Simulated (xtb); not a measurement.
Geometry relaxation, with input and output: HfCl4 (part 2 of 3)

HfCl4; GFN2-xTB (xtb 6.7.1 later snapshot).  The settings are looser than a standard set-up, so the numbers are not reference values.

Geometry of the input (Å):
```
Cl -0.0573  -0.1889  2.2822
Hf 0.0398  0.0430  0.0303
Cl 1.5178  -1.4795  -0.8928
Cl -2.0367  -0.3698  -0.8696
Cl 0.6459  2.0502  -0.5658
```

Output, continued:
```
          ...................................................
          :                      SETUP                      :
          :.................................................:
          :  # basis functions                  50          :
          :  # atomic orbitals                  45          :
          :  # shells                           15          :
          :  # electrons                        32          :
          :  max. iterations                   250          :
          :  Hamiltonian                  GFN2-xTB          :
          :  restarted?                      false          :
          :  GBSA solvation                  false          :
          :  PC potential                    false          :
          :  electronic temp.          300.0000000     K    :
          :  accuracy                    1.0000000          :
          :  -> integral cutoff          0.2500000E+02      :
          :  -> integral neglect         0.1000000E-07      :
          :  -> SCF convergence          0.1000000E-05 Eh   :
          :  -> wf. convergence          0.1000000E-03 e    :
          :  Broyden damping             0.4000000          :
          :  net charge                          0          :
          :  unpaired electrons                  0          :
          ...................................................

 iter      E             dE          RMSdq      gap      omega  full diag
   1    -19.9086565 -0.199087E+02  0.198E-04    2.83       0.0  T
   2    -19.9086565  0.282725E-10  0.992E-05    2.83     450.8  T
   3    -19.9086565 -0.814779E-10  0.126E-04    2.83     354.8  T

   *** convergence criteria satisfied after 3 iterations ***

         #    Occupation            Energy/Eh            Energy/eV
      -------------------------------------------------------------
         1        2.0000           -1.1230282             -30.5592
       ...           ...                  ...                  ...
        10        2.0000           -0.4714367             -12.8284
        11        2.0000           -0.4709974             -12.8165
        12        2.0000           -0.4700921             -12.7919
        13        2.0000           -0.4700403             -12.7904
        14        2.0000           -0.4653839             -12.6637
        15        2.0000           -0.4650580             -12.6549
        16        2.0000           -0.4646241             -12.6431 (HOMO)
        17                         -0.3607523              -9.8166 (LUMO)
        18                         -0.3606841              -9.8147
        19                         -0.3402356              -9.2583
        20                         -0.3397481              -9.2450
        21                         -0.3393263              -9.2335
       ...                                ...                  ...
        45                          0.5445062              14.8168
      -------------------------------------------------------------
                  HL-Gap            0.1038717 Eh            2.8265 eV
             Fermi-level           -0.4126882 Eh          -11.2298 eV

 SCC (total)                   0 d,  0 h,  0 min,  0.005 sec
 SCC setup                      ...        0 min,  0.000 sec (  0.809%)
 Dispersion                     ...        0 min,  0.000 sec (  0.198%)
 classical contributions        ...        0 min,  0.000 sec (  0.080%)
 integral evaluation            ...        0 min,  0.001 sec ( 26.787%)
 iterations                     ...        0 min,  0.001 sec ( 26.506%)
 molecular gradient             ...        0 min,  0.002 sec ( 44.174%)
 printout                       ...        0 min,  0.000 sec (  1.223%)

         :::::::::::::::::::::::::::::::::::::::::::::::::::::
         ::                     SUMMARY                     ::
         :::::::::::::::::::::::::::::::::::::::::::::::::::::
         :: total energy             -19.883214970434 Eh    ::
         :: gradient norm              0.003854728756 Eh/a0 ::
         :: HOMO-LUMO gap              2.826493776192 eV    ::
         ::.................................................::
         :: SCC energy               -19.908650335269 Eh    ::
         :: -> isotropic ES            0.026743890500 Eh    ::
         :: -> anisotropic ES          0.000857309435 Eh    ::
         :: -> anisotropic XC         -0.000474213733 Eh    ::
         :: -> dispersion             -0.005496092808 Eh    ::
         :: repulsion energy           0.025435364836 Eh    ::
         :: add. restraining           0.000000000000 Eh    ::
         :: total charge              -0.000000000000 e     ::
         :::::::::::::::::::::::::::::::::::::::::::::::::::::

           -------------------------------------------------
          |                Numerical Hessian                |
           -------------------------------------------------
step length          :   0.00500
SCC accuracy         :   0.30000
Hessian scale factor :   1.00000
frozen atoms in %    :   0.00000    0
RMS gradient         :   0.00385 !! INCOMPLETELY OPTIMIZED GEOMETRY !!
estimated CPU  time      0.00 min

writing file <hessian>, containing the non-mass-weighted Hessian matrix in atomic units (Eₕ/Bohr²).

 projected vibrational frequencies (cm⁻¹)
eigval :       -0.00    -0.00     0.00     0.00     0.00     0.00
eigval :       42.64    45.50    50.46    58.53    61.36   234.63
eigval :      307.19   311.71   317.94
           -------------------------------------------------
          |                Property Printout                |
           -------------------------------------------------

    * Orbital Energies and Occupations

         #    Occupation            Energy/Eh            Energy/eV
      -------------------------------------------------------------
         1        2.0000           -1.1230283             -30.5592
       ...           ...                  ...                  ...
         4        2.0000           -1.1019347             -29.9852
         5        2.0000           -0.6285854             -17.1047
         6        2.0000           -0.4937023             -13.4343
         7        2.0000           -0.4930654             -13.4170
         8        2.0000           -0.4924814             -13.4011
         9        2.0000           -0.4720222             -12.8444
        10        2.0000           -0.4714367             -12.8284
        11        2.0000           -0.4709976             -12.8165
        12        2.0000           -0.4700922             -12.7919
        13        2.0000           -0.4700404             -12.7904
        14        2.0000           -0.4653839             -12.6637
        15        2.0000           -0.4650581             -12.6549
        16        2.0000           -0.4646241             -12.6431 (HOMO)
        17                         -0.3607525              -9.8166 (LUMO)
        18                         -0.3606843              -9.8147
        19                         -0.3402358              -9.2583
        20                         -0.3397482              -9.2450
        21                         -0.3393265              -9.2335
        22                         -0.0687088              -1.8697
        23                         -0.0040930              -0.1114
        24                         -0.0040541              -0.1103
        25                         -0.0038008              -0.1034
        26                         -0.0030474              -0.0829
        27                         -0.0029647              -0.0807
       ...                                ...                  ...
        45                          0.5445048              14.8167
      -------------------------------------------------------------
                  HL-Gap            0.1038716 Eh            2.8265 eV
             Fermi-level           -0.4126883 Eh          -11.2298 eV

     #   Z          covCN         q      C6AA      α(0)
     1  17          0.731    -0.250   106.800    15.807
     2  72          2.925     0.997   137.004    25.199
     3  17          0.731    -0.252   106.860    15.812
     4  17          0.731    -0.248   106.755    15.804
     5  17          0.731    -0.247   106.727    15.802

 Mol. C6AA /au·bohr⁶  :       2764.752180
 Mol. C8AA /au·bohr⁸  :     183370.662034
 Mol. α(0) /au        :         88.423760

Wiberg/Mayer (AO) data.
largest (>0.10) Wiberg bond orders for each atom

 ---------------------------------------------------------------------------
     #   Z sym  total        # sym  WBO       # sym  WBO       # sym  WBO
 ---------------------------------------------------------------------------
     1  17      1.294 --     2      1.070
     2  72      4.281 --     5      1.073     4      1.072     1      1.070
                             3      1.066
     3  17      1.289 --     2      1.066
     4  17      1.295 --     2      1.072
     5  17      1.295 --     2      1.073
 ---------------------------------------------------------------------------

Topologies differ in total number of bonds
Writing topology from bond orders to xtbtopo.mol

molecular dipole:
                 x           y           z       tot (Debye)
 q only:       -0.012      -0.035       0.047
   full:       -0.014      -0.063       0.075       0.251
molecular quadrupole (traceless):
                xx          xy          yy          xz          yz          zz
 q only:       -0.039       0.153       0.222       0.099      -0.030      -0.184
  q+dip:       -0.057       0.124       0.143       0.104      -0.016      -0.086
   full:       -0.072       0.158       0.209       0.132      -0.010      -0.137

           -------------------------------------------------
          |                Geometry Summary                 |
           -------------------------------------------------

      molecular mass/u    :      320.2967290
   center of mass at/Å    :        0.0210005       0.0018926       0.0060950
  moments of inertia/u·Å² :        0.4723609E+03   0.4769237E+03   0.4846771E+03
rotational constants/cm⁻¹ :        0.3568803E-01   0.3534660E-01   0.3478116E-01

 * 4 selected distances

     #   Z          #   Z                                           value/Å
     1  17          2  72                                         2.2416243 (min)
     2  72          3  17                                         2.2541970 (max)
     2  72          4  17                                         2.2468012
     2  72          5  17                                         2.2519781

 * 1 distinct bonds (by element types)

   Z      Z             #   av. dist./Å        max./Å        min./Å
  17 Cl  72 Hf          4     2.2486502     2.2541970     2.2416243

           -------------------------------------------------
          |               Frequency Printout                |
           -------------------------------------------------
 projected vibrational frequencies (cm⁻¹)
eigval :       -0.00    -0.00     0.00     0.00     0.00     0.00
eigval :       42.64    45.50    50.46    58.53    61.36   234.63
eigval :      307.19   311.71   317.94
 reduced masses (amu)
    1:     41.66    2:     36.07    3:     51.52    4:     49.36    5:     57.32    6:     44.24
    7:     43.03    8:     41.85    9:     42.07   10:     36.20   11:     36.33   12:     35.47
   13:     43.00   14:     43.09   15:     43.23
 IR intensities (km·mol⁻¹)
    1:      0.00    2:      0.00    3:      0.00    4:      0.00    5:      0.00    6:      0.00
Molecule has the following symmetry elements: 2*(C3) 2*(C2) 3*(S4) 5*(sigma)
WARNING: These symmetry elements match no point group I know of. Sorry.
Trying fallback mode to highest recognized Axis...
    7:      9.10    8:      8.01    9:      8.49   10:      1.18   11:      1.39   12:      0.24
   13:     53.61   14:     54.26   15:     54.67
 Raman intensities (Ä⁴*amu⁻¹)
    1:      0.00    2:      0.00    3:      0.00    4:      0.00    5:      0.00    6:      0.00
    7:      0.00    8:      0.00    9:      0.00   10:      0.00   11:      0.00   12:      0.00
   13:      0.00   14:      0.00   15:      0.00
 output can be read by thermo (or use thermo option).
 writing <g98.out> molden fake output.
 recommended (thermochemical) frequency scaling factor: 1.0
           -------------------------------------------------
          |             Thermodynamic Functions             |
           -------------------------------------------------

c3  symmetry found (for desy threshold:  0.10E+00) used in thermo

          ...................................................
          :                      SETUP                      :
          :.................................................:
          :  # frequencies                           9      :
          :  # imaginary freq.                       0      :
          :  linear?                             false      :
          :  only rotor calc.                    false      :
          :  symmetry                               c3      :
          :  rotational number                       3      :
          :  scaling factor                  1.0000000      :
          :  rotor cutoff                   50.0000000 cm⁻¹ :
          :  imag. cutoff                  -20.0000000 cm⁻¹ :
          :.................................................:

    mode    ω/cm⁻¹     T·S(HO)/kcal·mol⁻¹    T·S(FR)/kcal·mol⁻¹   T·S(vib)
   ------------------------------------------------------------------------
       1     42.64    -1.53023 ( 34.60%)    -1.10347 ( 65.40%)    -1.25112
       2     45.50    -1.49196 ( 40.67%)    -1.08427 ( 59.33%)    -1.25010
       3     50.46    -1.43093 ( 50.91%)    -1.05364 ( 49.09%)    -1.24572
       4     58.53    -1.34352 ( 65.25%)    -1.00972 ( 34.75%)    -1.22752
       5     61.36    -1.31568 ( 69.41%)    -0.99571 ( 30.59%)    -1.21779
       6    234.63    -0.54957 ( 99.79%)    -0.59852 (  0.21%)    -0.54967
   ------------------------------------------------------------------------

   temp. (K)  partition function   enthalpy   heat capacity  entropy
                                   cal/mol     cal/K/mol   cal/K/mol   J/K/mol
 298.15  VIB  0.626E+04             3690.118     14.266     26.665
         ROT  0.266E+06              888.727      2.981     27.804
         INT  0.167E+10             4578.845     17.247     54.469
         TR   0.175E+27             1481.212      4.968     43.188
         TOT                        6060.0577    22.2149    97.6565   408.5950

       T/K    H(0)-H(T)+PV         H(T)/Eh          T*S/Eh         G(T)/Eh
   ------------------------------------------------------------------------
    298.15    0.965732E-02    0.129150E-01    0.463998E-01   -0.334848E-01
   ------------------------------------------------------------------------

         :::::::::::::::::::::::::::::::::::::::::::::::::::::
         ::                  THERMODYNAMIC                  ::
         :::::::::::::::::::::::::::::::::::::::::::::::::::::
         :: total free energy         -19.916699753977 Eh   ::
         ::.................................................::
         :: total energy              -19.883214970479 Eh   ::
         :: zero point energy           0.003257675688 Eh   ::
         :: G(RRHO) w/o ZPVE           -0.036742459186 Eh   ::
         :: G(RRHO) contrib.           -0.033484783498 Eh   ::
         :::::::::::::::::::::::::::::::::::::::::::::::::::::

optimized geometry written to: xtbopt.xyz

           -------------------------------------------------
          | TOTAL ENERGY              -19.883214970479 Eh   |
          | TOTAL ENTHALPY            -19.870299978089 Eh   |
          | TOTAL FREE ENERGY         -19.916699753977 Eh   |
          | GRADIENT NORM               0.003854741429 Eh/α |
          | HOMO-LUMO GAP               2.826489838814 eV   |
           -------------------------------------------------
########################################################################
[WARNING] Runtime exception occurred
-1- hessian_numhess: Hessian on incompletely optimized geometry!
########################################################################

------------------------------------------------------------------------
------------------------------------------------------------------------
 total:
 *  cpu-time:     0 d,  0 h,  0 min,  0.242 sec
 * ratio c/w:     1.000 speedup
 SCF:
 *  cpu-time:     0 d,  0 h,  0 min,  0.018 sec
 * ratio c/w:     1.000 speedup
 ANC optimizer:
 *  cpu-time:     0 d,  0 h,  0 min,  0.027 sec
 * ratio c/w:     1.000 speedup
 analytical hessian:
 *  cpu-time:     0 d,  0 h,  0 min,  0.188 sec
 * ratio c/w:     1.000 speedup
```

File vibspectrum:
```
$vibrational spectrum
#  mode     symmetry     wave number   IR intensity    selection rules
#                         cm**(-1)      (km*mol⁻¹)        IR
     1                      -0.00         0.00000          -
     2                      -0.00         0.00000          -
     3                       0.00         0.00000          -
     4                       0.00         0.00000          -
     5                       0.00         0.00000          -
     6                       0.00         0.00000          -
     7        a             42.64         9.09738         YES
     8        a             45.50         8.00519         YES
     9        a             50.46         8.48762         YES
    10        a             58.53         1.17796         YES
    11        a             61.36         1.39193         YES
    12        a            234.63         0.24239         YES
    13        a            307.19        53.60842         YES
    14        a            311.71        54.26187         YES
    15        a            317.94        54.67403         YES
$end
```

File xtbopt.xyz:
```
5
 energy: -19.883214970434 gnorm: 0.003854728756 xtb: 6.7.1
Cl          -0.04922458915042       -0.18374424049811        2.25130163989106
Hf           0.01989556035740       -0.00941913594930        0.01753535444839
Cl           1.50217612903265       -1.45804190773548       -0.86888408134557
Cl          -2.01970445302906       -0.36563445613320       -0.85496518922376
Cl           0.65631758655618        2.07193913981755       -0.56066820202513
```

Standard error:
```
normal termination of xtb
```

Trajectory as extended XYZ (Å, eV, eV/Å), 3 frames, from step=0 to step=2:
```
5
Properties=species:S:1:pos:R:3 step=0 energy=-540.98874
Cl   -0.0573   -0.1889    2.2822
Hf    0.0398    0.0430    0.0303
Cl    1.5178   -1.4795   -0.8928
Cl   -2.0367   -0.3698   -0.8696
Cl    0.6459    2.0502   -0.5658
5
Properties=species:S:1:pos:R:3 step=1 energy=-541.03721
Cl   -0.0510   -0.1747    2.2568
Hf    0.0194   -0.0409    0.0098
Cl    1.4949   -1.4449   -0.8697
Cl   -2.0067   -0.3564   -0.8523
Cl    0.6530    2.0721   -0.5602
5
Properties=species:S:1:pos:R:3 step=2 energy=-541.04984
Cl   -0.0492   -0.1837    2.2513
Hf    0.0199   -0.0094    0.0175
Cl    1.5022   -1.4580   -0.8689
Cl   -2.0197   -0.3656   -0.8550
Cl    0.6563    2.0719   -0.5607
```

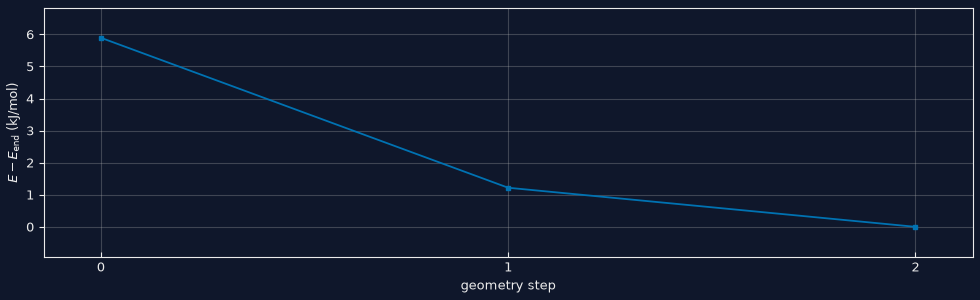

Figure 1. Progress of the relaxation, step by step (steps are counted from 0).

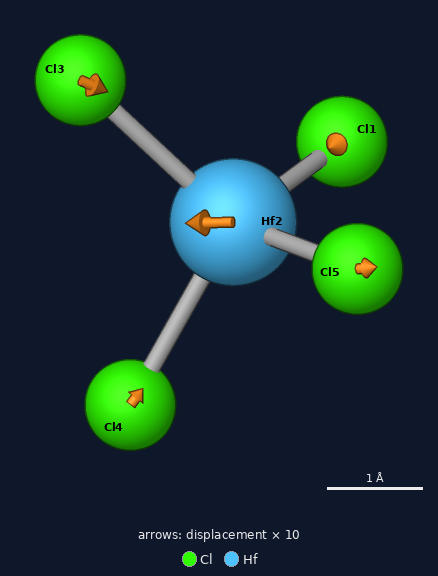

Figure 2. The starting structure with the displacements as orange arrows, magnified 10 times (ball-and-stick view, seen at a tilt). The two geometries are laid on each other by the best rigid fit. The energy falls by 5.90 kJ/mol in 2 geometry steps. Hf2 moves most after the best rigid fit: 0.058 Å. Largest moves by element: Hf 0.058 Å, Cl 0.036 Å. Among the contacts that change: Hf2–Cl5 2.180 → 2.252 Å, Hf2–Cl3 2.314 → 2.254 Å, Hf2–Cl4 2.300 → 2.247 Å, Cl1–Hf2 2.266 → 2.242 Å. Among the angles that change: Cl1–Hf2–Cl5 112.2° → 109.7°, Cl3–Hf2–Cl4 107.6° → 110.0°. (Atoms are counted from 1 in the order of the input.)
